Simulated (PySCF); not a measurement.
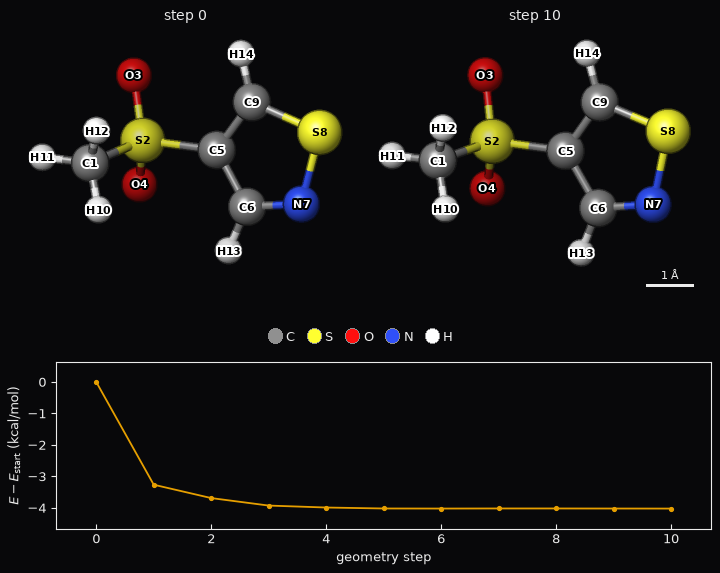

First and last geometry of a relaxation of C4H5NO2S2, with the history of the run. The picture is a ball-and-stick view, seen face on.

The start comes from GFN2-xTB. Its atoms were then displaced at random by about 0.01 Å.

Level of theory: PBE0-D3(BJ)/def2-SVP geometry optimisation, gas phase (PySCF). 

Read the history and describe the run.

It converged. The atom that moves furthest after the best rigid fit is O4 (0.11 Å). By element the largest moves are O 0.11 Å, H 0.10 Å, N 0.09 Å, C 0.06 Å, S 0.05 Å. Among the contacts that change: C1–H10 1.055 → 1.097 Å, S2–O4 1.427 → 1.458 Å, C1–S2 1.812 → 1.783 Å, C5–C6 1.400 → 1.424 Å. Among the angles between lasting bonds that change: O3–S2–O4 118.8° → 122.0°, H11–C1–H12 108.2° → 110.7°, C1–S2–O4 109.5° → 107.4°. After 10 geometry steps the energy has fallen by 4.02 kcal/mol. Cost: 2 min on 1 thread of Intel(R) Xeon(R) Platinum 8375C CPU @ 2.90GHz (shared host).

```json
{"step": "0", "E − E(0), kcal/mol": "0.00"}
{"step": "1", "E − E(0), kcal/mol": "-3.26"}
{"step": "2", "E − E(0), kcal/mol": "-3.69"}
{"step": "3", "E − E(0), kcal/mol": "-3.93"}
{"step": "4", "E − E(0), kcal/mol": "-3.99"}
{"step": "5", "E − E(0), kcal/mol": "-4.02"}
{"step": "6", "E − E(0), kcal/mol": "-4.02"}
{"step": "7", "E − E(0), kcal/mol": "-4.02"}
{"step": "8", "E − E(0), kcal/mol": "-4.02"}
{"step": "9", "E − E(0), kcal/mol": "-4.02"}
{"step": "10", "E − E(0), kcal/mol": "-4.02"}
```
